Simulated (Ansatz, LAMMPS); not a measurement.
# Ni34Al66 (at. %) with crystalline order left by the classical run (62 atoms): support functions against a reference, part 2 of 4

Wanted: errors and times of a linear-scaling basis for Ni34Al66 (at. %) with crystalline order left by the classical run (62 atoms). A setting counts as converged where the r.m.s. difference of forces stays under 1 % of the r.m.s. force.

Ansatz 0.2.0; Kohn-Sham DFT, PBE, PAW (set soft_2), plane waves.

The cell: 21 Ni and 41 Al. The quench rate of 5 K/ps far exceeds what a furnace or splat quench reaches. The network of bonds at the start is that of the classical potential that made the cell.

So far. Step 3 (Plane-wave single point): The r.m.s. force component of 0.58 eV/Å sets the scale for the differences below.

### Step 4. Support functions medium

The cell is solved in localised support functions. The level medium gives here a grid of 48×48×48 points and a radius of 3.73 Å.

This step: Kohn-Sham DFT, PBE, PAW (set soft_2), localised support functions (medium) (Ansatz 0.2.0).

input.yaml reads:

```yaml
crystal:
  lattice:
    - [9.62399, 0.0, 0.0]
    - [0.0, 9.62399, 0.0]
    - [0.0, 0.0, 9.62399]
  atoms:
    [... the 62 atom lines of step 3 ...]
magnetization:
  spin_polarized: true
kpoints:
  mp_grid: { grid: [2, 2, 2] }
hamiltonian:
  xc: pbe
scf:
  occupations: { method: methfessel_paxton, width: 0.15 }
  eigensolver: { kind: { support_functions: { accuracy: medium } } }
  max_iter: 150
  lower_state_search: "off"
output:
  forces: true
```

Command:

```console
$ ansatz run input.yaml --threads 4 --pin off --max-ram 8192MiB --backend cpu --events-out ev --progress --plain --runs-dir out
```

Numbers of over 12 decimals in the logs are rounded to 6 here.

The log of the run:

```text
Warning: scf.eigensolver.kind.support_functions: disabling space-group detection — the functions' gradient is summed over unrotated k-points, so no spatial operation reduces the k-mesh or symmetrises the density; time reversal is kept, so that k and −k are solved as one point where they differ and the mesh holds both, and exact exchange and, on two spinor components, a DFT+U term hold to it where the run has them: [...]
settings of this run that can trade accuracy for cost: scf.eigensolver.kind.support_functions [...]
no check for spin states of lower energy is made in this run (scf.lower_state_search: off)
[...]
Crystal: 62 atoms, lattice volume = 891.385 Å³
Basis set: ecut = 420 eV, 17365 PW (Γ), exchange–correlation on 144×144×144 points (8 copies of the dense FFT grid, shifted against one another)
Bands: 309, of which v1, the nominal top of the filled ones, is band 251 counted from 1 (250 counted from 0)
Symmetry: 1 space group operations
k-points: 8
[...]
Starting moments: Σ|m| = 12.6 μB on 21 of 62 sites
Other spin states: not tried
[...]
Eigensolver: Support functions (medium, 48×48×48 points, laid for a spacing of at most 0.228497 Å, radius 3.731740 Å, 1 species' potentials softened for the grid, 1 wholly corrected for its errors in the mean over positions, 2 with the egg-box correction, energy correction by stochastic trace)
[...]
SCF iter   1: F=—  HF=-144687.071009 eV  |F-HF|=—  |Δ(HF+E_count)|=         —  Δρ=1.07e-1 (↑3.95e-2 ↓1.07e-1)  dr2=2.39e2  dr2_m=1.01e1  M=1.410 μB ∫|m|=2.302 μB  β_m=0.30  ethr=1.00e-1
[...]
SCF iter   2: F=—  HF=-144698.374867 eV  |F-HF|=—  |Δ(HF+E_count)|=    1.13e1  S|Δr|=    0.00e0  Δρ=5.81e-2 (↑5.81e-2 ↓2.66e-2)  dr2=3.92e1  dr2_m=3.18e0  M=2.528 μB ∫|m|=3.738 μB  β_m=0.30  ethr=4.77e-2
[...]
SCF iter  10: F=—  HF=-144685.960568 eV  |F-HF|=—  |Δ(HF+E_count)|=   3.04e-2  S|Δr|=    0.00e0  Δρ=5.03e-3 (↑2.37e-3 ↓5.03e-3)  dr2=4.74e-2  dr2_m=1.10e-1  M=0.444 μB ∫|m|=0.933 μB  β_m=0.45  ethr=9.92e-6
[...]
SCF iter  12: F=—  HF=-144685.986267 eV  |F-HF|=—  |Δ(HF+E_count)|=   1.04e-2  S|Δr|=    0.00e0  Δρ=2.33e-3 (↑8.11e-4 ↓2.33e-3)  dr2=3.10e-2  dr2_m=1.60e-2  M=0.280 μB ∫|m|=0.616 μB  β_m=1.20  ethr=8.57e-7  κ⁻¹=2.7e-1(r=2)
[...]
SCF iter  27: F=—  HF=-144686.019409 eV  |F-HF|=—  |Δ(HF+E_count)|=   8.12e-4  S|Δr|=    0.00e0  Δρ=1.80e-6 (↑1.57e-6 ↓1.80e-6)  dr2=2.06e-8  dr2_m=1.87e-8  M=0.000 μB ∫|m|=0.001 μB  β_m=0.81  ethr=1.79e-11  κ⁻¹=2.6e-4(r=8)
SCF iter  28: F=-144686.020176 eV  HF=-144686.020176 eV  |F-HF|=1.50e-8  |Δ(HF+E_count)|=   7.67e-4  S|Δr|=    0.00e0  Δρ=1.66e-6 (↑1.66e-6 ↓1.14e-6)  dr2=3.06e-8  dr2_m=9.35e-9  M=0.000 μB ∫|m|=0.001 μB  ethr=4.12e-12
[...]
SCF 1 converged in 28 iterations: F = -144686.057153 eV  dr2 = 3.06e-8
[...]
SCF converged after 28 iterations
Magnetization: 0.0005 μB (250.5002 up, 250.4998 down)
Absolute magnetization: 0.0012 μB (∫|ρ↑−ρ↓|, with the PAW one-centre terms)
[...]
Per-site moments (μB) at R_I (Å): [(3.5682938894514194e-6, 1.018777), (1.749608591112265e-5, 0.997643), (2.00385345157916e-5, 0.948060), (2.4070311133712305e-6, 1.019375), (1.05661400489174e-5, 0.972946), [...]
Free energy (F): -144686.057153 eV
[...]
Internal energy: -144686.070662 eV  (E = F + TS)
E sigma→0 (E₀):  -144686.060530 eV
Entropy (-TS):   0.013509 eV (0.218 meV/atom)
Fermi energy:    10.720261 eV
[...]
Σ components = -144686.057153   (vs F -144686.057153, Δ=0.00e0)
--- Forces (eV/Å), atoms counted from 1 ---
  atom   1  Ni    -0.45506567     0.43292333    -0.26205870
  atom   2  Ni     0.24808974     0.17657741    -0.47682657
  atom   3  Ni     0.50946668    -1.65863280    -0.53705866
  atom   4  Ni     0.01881563     0.28440788    -0.14598750
[...]
atom  62  Al     0.33916166     0.39380008     0.19324038
  max |Σ_I F_I| component: 3.17e-3 eV/Å
--- Band table (eV; the first three rows and the last of 16) ---
[...]
guard bands above this table: 46 of the run's 309 bands (output.publish_guard_bands: true publishes all)
[...]
```

Elapsed: 6.5 min, on 4 threads of Arm Neoverse V1, shared host; peak memory 3 GiB; 23 min of CPU time.

The program notes that the band table was not solved further than the SCF left it and it switched symmetry off.

Keys that differ from the reference: support_functions.accuracy = "medium" and scf.max_iter = 150.

Forces differ from the reference by 0.58 meV/Å r.m.s., 0.10 % of their size, well within a tolerance of 1 %; the energy by -1.2 meV/atom.

### Step 5. Support functions low

The level low is asked for. Here it resolves to the same grid and radius as in the run with support functions medium, so the basis is not new.

This step: Kohn-Sham DFT, PBE, PAW (set soft_2), localised support functions (low) (Ansatz 0.2.0).

input.yaml, the sections that differ from step 4:

```yaml
scf:
  occupations: { method: methfessel_paxton, width: 0.15 }
  eigensolver: { kind: { support_functions: { accuracy: low } } }
  max_iter: 150
  lower_state_search: "off"
# crystal, magnetization, kpoints, hamiltonian, output: as in step 4
```

The log of the run:

```text
[...]
no check for spin states of lower energy is made in this run (scf.lower_state_search: off)
[...]
Crystal: 62 atoms, lattice volume = 891.385 Å³
Basis set: ecut = 420 eV, 17365 PW (Γ), exchange–correlation on 144×144×144 points (8 copies of the dense FFT grid, shifted against one another)
Bands: 309, of which v1, the nominal top of the filled ones, is band 251 counted from 1 (250 counted from 0)
Symmetry: 1 space group operations
k-points: 8
[...]
Starting moments: Σ|m| = 12.6 μB on 21 of 62 sites
Other spin states: not tried
[...]
Eigensolver: Support functions (low, 48×48×48 points, laid for a spacing of at most 0.228497 Å, radius 3.731740 Å, 1 species' potentials softened for the grid, 1 wholly corrected for its errors in the mean over positions, 2 with the egg-box correction, energy correction by stochastic trace)
[...]
SCF iter   1: F=—  HF=-144687.071009 eV  |F-HF|=—  |Δ(HF+E_count)|=         —  Δρ=1.07e-1 (↑3.95e-2 ↓1.07e-1)  dr2=2.39e2  dr2_m=1.01e1  M=1.410 μB ∫|m|=2.302 μB  β_m=0.30  ethr=1.00e-1
[...]
SCF iter   2: F=—  HF=-144698.374867 eV  |F-HF|=—  |Δ(HF+E_count)|=    1.13e1  S|Δr|=    0.00e0  Δρ=5.81e-2 (↑5.81e-2 ↓2.66e-2)  dr2=3.92e1  dr2_m=3.18e0  M=2.528 μB ∫|m|=3.738 μB  β_m=0.30  ethr=4.77e-2
[...]
SCF iter  10: F=—  HF=-144685.960568 eV  |F-HF|=—  |Δ(HF+E_count)|=   3.04e-2  S|Δr|=    0.00e0  Δρ=5.03e-3 (↑2.37e-3 ↓5.03e-3)  dr2=4.74e-2  dr2_m=1.10e-1  M=0.444 μB ∫|m|=0.933 μB  β_m=0.45  ethr=9.92e-6
[...]
SCF iter  12: F=—  HF=-144685.986267 eV  |F-HF|=—  |Δ(HF+E_count)|=   1.04e-2  S|Δr|=    0.00e0  Δρ=2.33e-3 (↑8.11e-4 ↓2.33e-3)  dr2=3.10e-2  dr2_m=1.60e-2  M=0.280 μB ∫|m|=0.616 μB  β_m=1.20  ethr=8.57e-7  κ⁻¹=2.7e-1(r=2)
[...]
SCF iter  23: F=—  HF=-144686.015846 eV  |F-HF|=—  |Δ(HF+E_count)|=   1.05e-3  S|Δr|=    0.00e0  Δρ=7.93e-6 (↑2.84e-6 ↓7.93e-6)  dr2=6.08e-7  dr2_m=1.28e-7  M=0.002 μB ∫|m|=0.005 μB  β_m=1.20  ethr=2.98e-10  κ⁻¹=1.3e-4(r=8)
SCF iter  24: F=-144686.016822 eV  HF=-144686.016821 eV  |F-HF|=6.26e-7  |Δ(HF+E_count)|=   9.76e-4  S|Δr|=    0.00e0  Δρ=4.55e-6 (↑2.19e-6 ↓4.55e-6)  dr2=2.34e-7  dr2_m=5.06e-8  M=0.001 μB ∫|m|=0.003 μB  ethr=1.21e-10
[...]
SCF 1 converged in 24 iterations: F = -144686.057023 eV  dr2 = 2.34e-7
[...]
SCF converged after 24 iterations
Magnetization: 0.0008 μB (250.5004 up, 250.4996 down)
Absolute magnetization: 0.0034 μB (∫|ρ↑−ρ↓|, with the PAW one-centre terms)
[...]
Per-site moments (μB) at R_I (Å): [(-5.4939056268982045e-5, 1.018777), (-6.354559282181279e-6, 0.997643), (1.1965551855530563e-5, 0.948060), (-7.900850097953712e-5, 1.019375), (-3.437692815680518e-5, 0.972946), [...]
Free energy (F): -144686.057023 eV
[...]
Internal energy: -144686.070538 eV  (E = F + TS)
E sigma→0 (E₀):  -144686.060402 eV
Entropy (-TS):   0.013515 eV (0.218 meV/atom)
Fermi energy:    10.720308 eV
[...]
Σ components = -144686.057023   (vs F -144686.057023, Δ=0.00e0)
--- Forces (eV/Å), atoms counted from 1 ---
  atom   1  Ni    -0.45508239     0.43297958    -0.26194572
  atom   2  Ni     0.24798872     0.17667351    -0.47680545
  atom   3  Ni     0.50931315    -1.65856006    -0.53708399
  atom   4  Ni     0.01876223     0.28449540    -0.14607837
[...]
atom  62  Al     0.33913337     0.39383911     0.19332663
  max |Σ_I F_I| component: 3.50e-3 eV/Å
--- Band table (eV; the first three rows and the last of 16) ---
[...]
```

Elapsed: 5.6 min, on 4 threads; peak memory 3 GiB; 20 min of CPU time.

Keys that differ from the reference: support_functions.accuracy = "low" and scf.max_iter = 150.

Forces differ from the reference by 0.64 meV/Å r.m.s., 0.11 % of their size, well within a tolerance of 1 %; the energy by -1.2 meV/atom.

### Step 6. Support functions medium, spacing 0.411 Å (grid laid 0.401 Å)

The grid spacing sets how fine a wave the support functions can hold. The typed value is an upper bound: the grid laid has 24×24×24 points, 0.401 Å apart at most.

This step: Kohn-Sham DFT, PBE, PAW (set soft_2), localised support functions (medium) (Ansatz 0.2.0).

input.yaml, the sections that differ from step 5:

```yaml
scf:
  occupations: { method: methfessel_paxton, width: 0.15 }
  eigensolver: { kind: { support_functions: { accuracy: medium, spacing: 0.411 } } }
  max_iter: 150
  lower_state_search: "off"
# crystal, magnetization, kpoints, hamiltonian, output: as in step 5
```

The log of the run:

```text
Warning: scf.eigensolver.kind.support_functions: disabling space-group detection — the functions' gradient is summed over unrotated k-points, so no spatial operation reduces the k-mesh or symmetrises the density; time reversal is kept, so that k and −k are solved as one point where they differ and the mesh holds both, and exact exchange and, on two spinor components, a DFT+U term hold to it where the run has them: [...]
settings of this run that can trade accuracy for cost: scf.eigensolver.kind.support_functions [...]
no check for spin states of lower energy is made in this run (scf.lower_state_search: off)
Engine: ansatz 0.2.0, aarch64-unknown-linux-gnu
Pseudopotentials: kind: paw
Pseudopotential: Ni, paw, valence charge 18, recommended cutoff 420 eV (normal), Ni.paw.azcp
Pseudopotential: Al, paw, valence charge 3, recommended cutoff 420 eV (normal), Al.paw.azcp
[... 5 lines on functional and potentials left out ...]
Crystal: 62 atoms, lattice volume = 891.385 Å³
Basis set: ecut = 420 eV, 17365 PW (Γ), exchange–correlation on 144×144×144 points (8 copies of the dense FFT grid, shifted against one another)
Bands: 309, of which v1, the nominal top of the filled ones, is band 251 counted from 1 (250 counted from 0)
Symmetry: 1 space group operations
k-points: 8
[... 5 lines on functional and potentials left out ...]
Initial density: superposition of atomic densities (chi_scale 0.1, normalization cell)
Starting moments: Σ|m| = 12.6 μB on 21 of 62 sites
Other spin states: not tried
Initial wavefunctions: pseudopotential atomic-orbital guess
Eigensolver: Support functions (medium, 24×24×24 points, laid for a spacing of at most 0.411000 Å, radius 3.731740 Å, 2 species' potentials softened for the grid, 1 wholly corrected for its errors in the mean over positions, 2 with the egg-box correction, energy correction by stochastic trace)
Functional: x = pbe(κ = 0.804, μ = 0.219515), c = pbe(β = 0.066725)
SCF iter   1: F=—  HF=-144608.953623 eV  |F-HF|=—  |Δ(HF+E_count)|=         —  Δρ=8.03e-2 (↑2.50e-2 ↓8.03e-2)  dr2=1.86e2  dr2_m=1.01e1  M=1.448 μB ∫|m|=2.304 μB  β_m=0.30  ethr=1.00e-1
preconditioner: auto → Kerker (q_TF=auto, 2.478 Å⁻¹)  [metal: Δε(μ)=0.010 eV  Ē_g=6.649 eV  σ=0.150 eV  W_gap=0.06  n_scr=250 (ndim 8)  ℏωp=22.7 eV  f_vac=0.000  D(μ)=22.80/eV (n_scr^D=146)]
spin=Collinear: Kerker preconditioning applied to the charge; magnetization (m = ρ↑ − ρ↓) channel mixes plain (no charge-response kernel on spin).
SCF iter   2: F=—  HF=-144631.073412 eV  |F-HF|=—  |Δ(HF+E_count)|=    2.21e1  S|Δr|=    0.00e0  Δρ=5.37e-2 (↑1.92e-2 ↓5.37e-2)  dr2=9.12e1  dr2_m=5.09e0  M=1.273 μB ∫|m|=2.258 μB  β_m=0.30  ethr=3.72e-2
Mixer restart at iter 2: flushing history
SCF iter   3: F=—  HF=-144620.979228 eV  |F-HF|=—  |Δ(HF+E_count)|=    1.01e1  S|Δr|=    0.00e0  Δρ=3.40e-2 (↑1.69e-2 ↓3.40e-2)  dr2=4.33e1  dr2_m=2.70e0  M=1.146 μB ∫|m|=2.068 μB  β_m=0.30  ethr=1.82e-2  κ⁻¹=1.0e0(r=1)
SCF iter   4: F=—  HF=-144606.715213 eV  |F-HF|=—  |Δ(HF+E_count)|=    1.43e1  S|Δr|=    0.00e0  Δρ=1.72e-2 (↑1.72e-2 ↓1.21e-2)  dr2=3.53e0  dr2_m=1.32e0  M=1.183 μB ∫|m|=2.094 μB  β_m=0.30  ethr=8.64e-3  κ⁻¹=1.3e-2(r=2)
SCF iter   5: F=—  HF=-144605.976642 eV  |F-HF|=—  |Δ(HF+E_count)|=   7.39e-1  S|Δr|=    0.00e0  Δρ=1.48e-2 (↑1.48e-2 ↓7.83e-3)  dr2=1.25e0  dr2_m=7.73e-1  M=1.000 μB ∫|m|=1.857 μB  β_m=0.30  ethr=7.04e-4  κ⁻¹=1.1e-2(r=3)
SCF iter   6: F=—  HF=-144606.226780 eV  |F-HF|=—  |Δ(HF+E_count)|=   2.50e-1  S|Δr|=    0.00e0  Δρ=1.09e-2 (↑1.09e-2 ↓5.12e-3)  dr2=4.68e-1  dr2_m=4.87e-1  M=0.830 μB ∫|m|=1.587 μB  β_m=0.30  ethr=2.49e-4  κ⁻¹=5.1e-4(r=4)
SCF iter   7: F=—  HF=-144606.186637 eV  |F-HF|=—  |Δ(HF+E_count)|=   4.01e-2  S|Δr|=    0.00e0  Δρ=6.86e-3 (↑6.10e-3 ↓6.86e-3)  dr2=6.59e-2  dr2_m=3.25e-1  M=0.656 μB ∫|m|=1.311 μB  β_m=0.30  ethr=9.34e-5  κ⁻¹=4.7e-4(r=5)
SCF iter   8: F=—  HF=-144606.148643 eV  |F-HF|=—  |Δ(HF+E_count)|=   3.80e-2  S|Δr|=    0.00e0  Δρ=6.58e-3 (↑3.78e-3 ↓6.58e-3)  dr2=4.84e-2  dr2_m=2.14e-1  M=0.529 μB ∫|m|=1.095 μB  β_m=0.42  ethr=1.32e-5
Mixer restart at iter 8: flushing history
spin-set hold released at iteration 8 (site moments contracting): the magnetisation degrees of freedom join the quasi-Newton model from the next iteration; the mixer history was flushed
SCF iter   9: F=—  HF=-144606.203833 eV  |F-HF|=—  |Δ(HF+E_count)|=   5.52e-2  S|Δr|=    0.00e0  Δρ=4.80e-3 (↑2.45e-3 ↓4.80e-3)  dr2=3.91e-2  dr2_m=1.04e-1  M=0.421 μB ∫|m|=0.908 μB  β_m=0.77  ethr=9.65e-6  κ⁻¹=1.0e0(r=1)
SCF iter  10: F=—  HF=-144606.249069 eV  |F-HF|=—  |Δ(HF+E_count)|=   4.52e-2  S|Δr|=    0.00e0  Δρ=1.29e-3 (↑1.29e-3 ↓1.26e-3)  dr2=3.85e-2  dr2_m=2.71e-3  M=0.206 μB ∫|m|=0.496 μB  β_m=0.30  ethr=7.81e-6  κ⁻¹=1.5e-1(r=2)
SCF iter  11: F=—  HF=-144606.256034 eV  |F-HF|=—  |Δ(HF+E_count)|=   6.96e-3  S|Δr|=    0.00e0  Δρ=3.10e-4 (↑3.10e-4 ↓2.97e-4)  dr2=1.88e-3  dr2_m=2.99e-4  M=0.133 μB ∫|m|=0.359 μB  β_m=0.30  ethr=7.69e-6  κ⁻¹=1.0e-2(r=3)
[...]
SCF iter  15: F=—  HF=-144606.276593 eV  |F-HF|=—  |Δ(HF+E_count)|=   2.62e-3  S|Δr|=    0.00e0  Δρ=1.38e-4 (↑1.38e-4 ↓1.24e-4)  dr2=4.28e-4  dr2_m=2.50e-5  M=-0.006 μB ∫|m|=0.021 μB  β_m=0.61  ethr=7.63e-8  κ⁻¹=6.7e-5(r=7)
SCF iter  16: F=—  HF=-144606.278765 eV  |F-HF|=—  |Δ(HF+E_count)|=   2.17e-3  S|Δr|=    0.00e0  Δρ=4.34e-5 (↑2.45e-5 ↓4.34e-5)  dr2=9.29e-6  dr2_m=7.08e-6  M=0.003 μB ∫|m|=0.013 μB  β_m=0.30  ethr=7.63e-8  κ⁻¹=1.9e-5(r=8)
SCF iter  17: F=—  HF=-144606.280638 eV  |F-HF|=—  |Δ(HF+E_count)|=   1.87e-3  S|Δr|=    0.00e0  Δρ=4.19e-5 (↑2.84e-5 ↓4.19e-5)  dr2=1.94e-5  dr2_m=1.93e-6  M=0.006 μB ∫|m|=0.015 μB  β_m=0.30  ethr=1.85e-9  κ⁻¹=1.4e-5(r=8)
SCF iter  18: F=—  HF=-144606.282336 eV  |F-HF|=—  |Δ(HF+E_count)|=   1.70e-3  S|Δr|=    0.00e0  Δρ=3.29e-5 (↑2.39e-5 ↓3.29e-5)  dr2=1.16e-5  dr2_m=1.52e-6  M=0.005 μB ∫|m|=0.011 μB  β_m=0.30  ethr=1.85e-9  κ⁻¹=1.9e-5(r=8)
```

It took 3.2 min on 4 threads; peak memory 2 GiB.

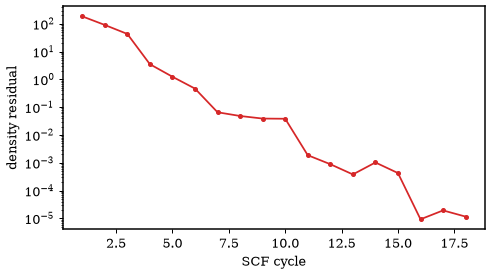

Residual by cycle in this run.

The run was cut off at its time limit.

After 18 cycles the residual stands at 1.2e-5.

The session had allowed this step about 3.2 min.

### Step 7. Support functions medium, spacing 0.343 Å (grid laid 0.321 Å)

The grid spacing sets how fine a wave the support functions can hold. The typed value is an upper bound: the grid laid has 30×30×30 points, 0.321 Å apart at most.

input.yaml, the sections that differ from step 6:

```yaml
scf:
  occupations: { method: methfessel_paxton, width: 0.15 }
  eigensolver: { kind: { support_functions: { accuracy: medium, spacing: 0.343 } } }
  max_iter: 150
  lower_state_search: "off"
# crystal, magnetization, kpoints, hamiltonian, output: as in step 6
```

The log of the run:

```text
[...]
no check for spin states of lower energy is made in this run (scf.lower_state_search: off)
[...]
Crystal: 62 atoms, lattice volume = 891.385 Å³
Basis set: ecut = 420 eV, 17365 PW (Γ), exchange–correlation on 144×144×144 points (8 copies of the dense FFT grid, shifted against one another)
Bands: 309, of which v1, the nominal top of the filled ones, is band 251 counted from 1 (250 counted from 0)
Symmetry: 1 space group operations
k-points: 8
[...]
Starting moments: Σ|m| = 12.6 μB on 21 of 62 sites
Other spin states: not tried
[...]
SCF iter   1: F=—  HF=-144684.252304 eV  |F-HF|=—  |Δ(HF+E_count)|=         —  Δρ=1.07e-1 (↑3.94e-2 ↓1.07e-1)  dr2=2.41e2  dr2_m=1.01e1  M=1.388 μB ∫|m|=2.287 μB  β_m=0.30  ethr=1.00e-1
[...]
SCF iter  28: F=-144686.087262 eV  HF=-144686.087262 eV  |F-HF|=6.41e-8  |Δ(HF+E_count)|=   7.36e-4  S|Δr|=    0.00e0  Δρ=1.45e-6 (↑9.83e-7 ↓1.45e-6)  dr2=1.97e-8  dr2_m=4.54e-9  M=0.000 μB ∫|m|=0.001 μB  ethr=6.96e-12
[...]
SCF 1 converged in 28 iterations: F = -144686.122991 eV  dr2 = 1.97e-8
[...]
SCF converged after 28 iterations
Magnetization: 0.0004 μB (250.5002 up, 250.4998 down)
Absolute magnetization: 0.0011 μB (∫|ρ↑−ρ↓|, with the PAW one-centre terms)
[...]
Per-site moments (μB) at R_I (Å): [(1.785410135527362e-6, 1.018777), (1.421483255181594e-5, 0.997643), (1.4159337043597466e-5, 0.948060), (-6.915886815260531e-6, 1.019375), (4.354250636114724e-6, 0.972946), [...]
Free energy (F): -144686.122991 eV
[...]
Internal energy: -144686.136397 eV  (E = F + TS)
E sigma→0 (E₀):  -144686.126343 eV
Entropy (-TS):   0.013406 eV (0.216 meV/atom)
Fermi energy:    10.716946 eV
[...]
--- Forces (eV/Å), atoms counted from 1 ---
  atom   1  Ni    -0.45051626     0.41461105    -0.25012416
  atom   2  Ni     0.24001013     0.16033096    -0.47807364
  atom   3  Ni     0.48695973    -1.63714886    -0.53200356
  atom   4  Ni     0.02820188     0.27885819    -0.15220600
  atom   5  Ni    -0.36826524    -0.66111729    -0.52880579
  atom   6  Ni    -0.58196440     0.39780413    -0.02708456
  atom   7  Ni    -0.85773422     0.04529991     0.23357424
  atom   8  Ni     0.40364613     1.07581247     0.04942694
  atom   9  Ni     1.03916626     0.30163406    -0.61178401
  atom  10  Ni     1.50457238    -0.25496505     1.32046296
  atom  11  Ni    -0.42799739     1.26572154    -0.14562609
  atom  12  Ni    -0.17852841    -0.79918546     0.20030843
  atom  13  Ni     0.71376944    -0.73238727    -0.58576844
  atom  14  Ni    -0.54181688    -0.01158936     0.08895778
[...]
atom  61  Al    -0.63655219    -1.08253148     0.54934752
  atom  62  Al     0.33799122     0.39245805     0.19248948
  max |Σ_I F_I| component: 4.46e-2 eV/Å
--- Band table (eV; the first three rows and the last of 16) ---
[...]
```

Elapsed: 4.7 min, on 4 threads; peak memory 2.1 GiB.

The program notes that the grid leaves an egg-box force.

Forces differ from the reference by 9.0 meV/Å r.m.s., 1.5 % of their size, over a tolerance of 1 %; the energy by -2.3 meV/atom. The setting is coarser than the default on purpose.

[end of part 2 of 4]

[Logs are printed without paths, hosts, clocks, repeated set-up lines and the standing remarks that a program may print on its own settings, such as how far it seeks lower states.]

[Hosts, paths, dates, database ids (printed as entryN), source tags and the programs' standing remarks are cut or masked in the printed files.]
